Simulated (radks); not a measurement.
# Filling a jellium sphere with rs = 4.67 bohr, 14 to 17 electrons, part 2 of 2

radks, non-relativistic spin-polarised Kohn-Sham, PBEsol, spherically averaged shells. Earlier steps stand in the parts before.

**5. Electron number 17**

Trying: add 1d down. The run's settings:

```ini
kind = jellium
xc = PBESOL
rs = 4.67  # bohr
electrons = 17
background = 17  # e
configuration = 1s2 1p6 1d(up 5, down 3) 2s(up 1, down 0)
```

The program writes no log. Results of the run, from its result record (rounded, main fields):

```text
{
  "status": "converged",
  "energy_total [hartree]": -1.14159907,
  "energy_kinetic [hartree]": 0.8324954,
  "energy_external [hartree]": -28.61382,
  "energy_hartree [hartree]": 14.1973,
  "energy_xc [hartree]": -1.998084,
  "energy_background [hartree]": 14.44051,
  "orbitals [level, occupation, hartree, mean radius in bohr]": [
    ["1s up", 1, -0.155765, 7.45549],
    ["1p up", 3, -0.132538, 8.93],
    ["1d up", 5, -0.103858, 9.87836],
    ["2s up", 1, -0.0917733, 7.86927],
    ["1s down", 1, -0.147022, 7.87457],
    ["1p down", 3, -0.126302, 8.90407],
    ["1d down", 3, -0.0974499, 9.79914]
  ],
  "r2_mean [bohr^2]": 90.90715,
  "mag [bohr magneton]": 3,
  "err": 6.6e-10,
  "spill_out [electrons]": 2.270427
}
```

Trying: add 2s down. Changed: configuration = 1s2 1p6 1d(up 5, down 2) 2s2.

Result:

```text
{
  "status": "converged",
  "energy_total [hartree]": -1.12102554,
  "energy_kinetic [hartree]": 0.8299138,
  "energy_external [hartree]": -28.57508,
  "energy_hartree [hartree]": 14.16356,
  "energy_xc [hartree]": -1.979935,
  "energy_background [hartree]": 14.44051,
  "orbitals [level, occupation, hartree, mean radius in bohr]": [
    ["1s up", 1, -0.154941, 8.06975],
    ["1p up", 3, -0.135269, 9.06585],
    ["1d up", 5, -0.107475, 9.88131],
    ["2s up", 1, -0.0827983, 8.11687],
    ["1s down", 1, -0.148745, 7.81992],
    ["1p down", 3, -0.127661, 8.98376],
    ["1d down", 2, -0.0993249, 9.88106],
    ["2s down", 1, -0.0797096, 8.15275]
  ],
  "r2_mean [bohr^2]": 91.55535,
  "mag [bohr magneton]": 3,
  "err": 1.5e-09,
  "spill_out [electrons]": 2.434278
}
```

Trying: add 1f up. Changed: configuration = 1s2 1p6 1d(up 5, down 2) 2s(up 1, down 0) 1f(up 1, down 0).

Result:

```text
{
  "status": "converged",
  "energy_total [hartree]": -1.11711936,
  "energy_kinetic [hartree]": 0.8621756,
  "energy_external [hartree]": -28.5892,
  "energy_hartree [hartree]": 14.17279,
  "energy_xc [hartree]": -2.003397,
  "energy_background [hartree]": 14.44051,
  "orbitals [level, occupation, hartree, mean radius in bohr]": [
    ["1s up", 1, -0.158591, 7.5528],
    ["1p up", 3, -0.135959, 8.96086],
    ["1d up", 5, -0.107483, 9.87591],
    ["2s up", 1, -0.0939767, 7.80011],
    ["1f up", 1, -0.0737976, 10.6706],
    ["1s down", 1, -0.146995, 7.68528],
    ["1p down", 3, -0.125178, 8.77712],
    ["1d down", 2, -0.0954716, 9.71286]
  ],
  "r2_mean [bohr^2]": 91.24563,
  "mag [bohr magneton]": 5,
  "err": 1.3e-09,
  "spill_out [electrons]": 2.312878
}
```

Trying: move 2s up to 1d down. Changed: configuration = 1s2 1p6 1d(up 5, down 4).

Result:

```text
{
  "status": "converged",
  "energy_total [hartree]": -1.14797806,
  "energy_kinetic [hartree]": 0.8270163,
  "energy_external [hartree]": -28.63127,
  "energy_hartree [hartree]": 14.21881,
  "energy_xc [hartree]": -2.003046,
  "energy_background [hartree]": 14.44051,
  "orbitals [level, occupation, hartree, mean radius in bohr]": [
    ["1s up", 1, -0.153589, 7.34642],
    ["1p up", 3, -0.129648, 8.83775],
    ["1d up", 5, -0.100357, 9.82841],
    ["1s down", 1, -0.152367, 7.17844],
    ["1p down", 3, -0.127327, 8.77657],
    ["1d down", 4, -0.097628, 9.81084]
  ],
  "r2_mean [bohr^2]": 90.62979,
  "mag [bohr magneton]": 1,
  "err": 1.3e-09,
  "spill_out [electrons]": 2.180778
}
```

Trying: move 1d down to 2s down. Changed: configuration = 1s2 1p6 1d(up 5, down 3) 2s(up 0, down 1).

Result:

```text
{
  "status": "converged",
  "energy_total [hartree]": -1.13957381,
  "energy_kinetic [hartree]": 0.8338676,
  "energy_external [hartree]": -28.61279,
  "energy_hartree [hartree]": 14.1961,
  "energy_xc [hartree]": -1.997267,
  "energy_background [hartree]": 14.44051,
  "orbitals [level, occupation, hartree, mean radius in bohr]": [
    ["1s up", 1, -0.150975, 8.05651],
    ["1p up", 3, -0.131287, 8.98479],
    ["1d up", 5, -0.102972, 9.82517],
    ["1s down", 1, -0.152552, 7.22179],
    ["1p down", 3, -0.127834, 8.84846],
    ["1d down", 3, -0.0986203, 9.86841],
    ["2s down", 1, -0.0895918, 7.99692]
  ],
  "r2_mean [bohr^2]": 90.91972,
  "mag [bohr magneton]": 1,
  "err": 1e-09,
  "spill_out [electrons]": 2.266771
}
```

The cation, at the same background. Changed: electrons = 16, configuration = 1s2 1p6 1d(up 5, down 3).

Result:

```text
{
  "status": "converged",
  "energy_total [hartree]": -1.01305657,
  "energy_kinetic [hartree]": 0.8057511,
  "energy_external [hartree]": -27.27165,
  "energy_hartree [hartree]": 12.91115,
  "energy_xc [hartree]": -1.89882,
  "energy_background [hartree]": 14.44051,
  "orbitals [level, occupation, hartree, mean radius in bohr]": [
    ["1s up", 1, -0.232555, 7.36689],
    ["1p up", 3, -0.208746, 8.70786],
    ["1d up", 5, -0.178585, 9.61006],
    ["1s down", 1, -0.229831, 7.03087],
    ["1p down", 3, -0.203727, 8.57965],
    ["1d down", 3, -0.172652, 9.56602]
  ],
  "r2_mean [bohr^2]": 86.11701,
  "mag [bohr magneton]": 2,
  "err": 9.8e-10,
  "spill_out [electrons]": 1.642212
}
```

The anion, at the same background. Changed: electrons = 18, configuration = 1s2 1p6 1d10.

Result:

```text
{
  "status": "converged",
  "energy_total [hartree]": -1.2093007,
  "energy_kinetic [hartree]": 0.8411051,
  "energy_external [hartree]": -29.93132,
  "energy_hartree [hartree]": 15.54265,
  "energy_xc [hartree]": -2.102251,
  "energy_background [hartree]": 14.44051,
  "orbitals [level, occupation, hartree, mean radius in bohr]": [
    ["1s up", 1, -0.078233, 7.30542],
    ["1p up", 3, -0.0540557, 8.96362],
    ["1d up", 5, -0.0255839, 10.0733],
    ["1s down", 1, -0.078233, 7.30542],
    ["1p down", 3, -0.0540557, 8.96362],
    ["1d down", 5, -0.0255839, 10.0733]
  ],
  "r2_mean [bohr^2]": 95.59297,
  "mag [bohr magneton]": 0,
  "err": 1.1e-09,
  "spill_out [electrons]": 2.838227
}
```

| candidate | configuration | above the lowest (eV) |
| --- | --- | --- |
| add 1d down | 1s2 1p6 1d(up 5, down 3) 2s(up 1, down 0) | 0.174 |
| add 2s down | 1s2 1p6 1d(up 5, down 2) 2s2 | 0.733 |
| add 1f up | 1s2 1p6 1d(up 5, down 2) 2s(up 1, down 0) 1f(up 1, down 0) | 0.840 |
| move 2s up to 1d down | 1s2 1p6 1d(up 5, down 4) | lowest |
| move 1d down to 2s down | 1s2 1p6 1d(up 5, down 3) 2s(up 0, down 1) | 0.229 |

Lowest: 1s2 1p6 1d(up 5, down 4).

**6. Collected**

| N | configuration | unpaired | E/N (eV) | ionisation (eV) | affinity (eV) | second difference (eV) | spill-out (e) |
| --- | --- | --- | --- | --- | --- | --- | --- |
| 14 | 1s2 1p6 1d(up 5, down 1) | 4 | -1.798 | 3.33 | 1.28 | 0.246 | 1.94 |
| 15 | 1s2 1p6 1d(up 5, down 2) | 3 | -1.805 | 3.47 | 1.43 | - | 2.03 |
| 17 | 1s2 1p6 1d(up 5, down 4) | 1 | -1.838 | 3.67 | 1.67 | - | 2.18 |

The second difference is E(N+1) + E(N-1) - 2E(N) of neutral clusters.

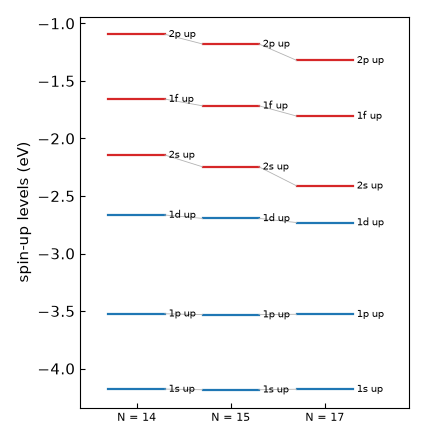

Spin-up levels of the kept configurations; wholly or partly filled blue, empty red.

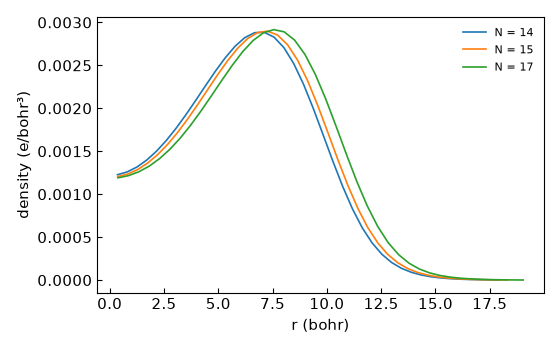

Electron densities along the radius.

**7. Outcome**

This closing draws on all 2 parts.

```
               quantity                     value
     closed shells at N        none in this range
most unpaired electrons               4 at N = 14
    ionisation energies           3.33 to 3.67 eV
configuration at N = 17  1s2 1p6 1d(up 5, down 4)
```

**Reading.** No closed-shell configuration falls in this range. The largest moment in range is 4, first at N = 14: exchange favours parallel spins in open shells. The ions keep the filling of the neutral cluster, less or plus one electron, without a search of their own. Spherical averaging forbids deformation, and the greedy search can miss a lower configuration.
